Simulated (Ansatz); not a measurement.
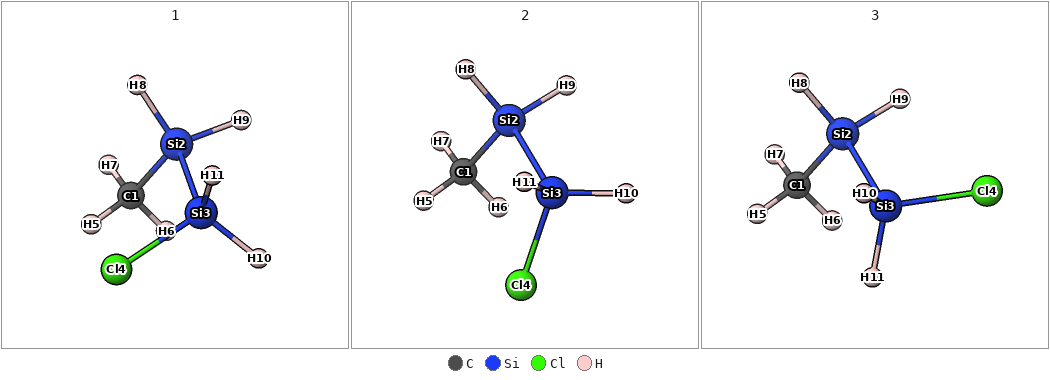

CH₇ClSi₂, SMILES C[SiH2][SiH2]Cl. Coordinates scanned: (1) dihedral C1–Si2–Si3–Cl4; (2) dihedral H5–C1–Si2–Si3. Nothing is relaxed (all other coordinates rigid). The scan uses an 18 × 17 grid. Energies: kJ/mol, counted from the lowest grid point. Method: Ansatz, RKS SPW92 (LDA)/def2-SVP.

The numbered pictures are structures from this grid.

Question: Rank them by energy, lowest first.

Answer: 1, at dihedral C1–Si2–Si3–Cl4 = −40°, dihedral H5–C1–Si2–Si3 = 47.5°: 1.6 kJ/mol; 2, at dihedral C1–Si2–Si3–Cl4 = 0°, dihedral H5–C1–Si2–Si3 = 58.8°: 4.4 kJ/mol; 3, at dihedral C1–Si2–Si3–Cl4 = 120°, dihedral H5–C1–Si2–Si3 = 58.8°: 12.3 kJ/mol.

The map, with the structures marked:

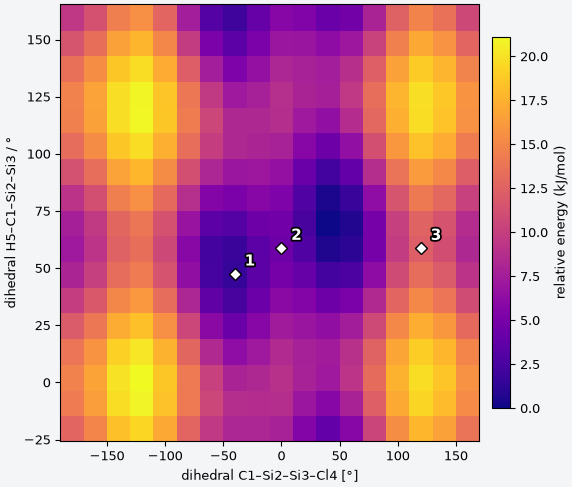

In the figure: one coloured cell a grid point.
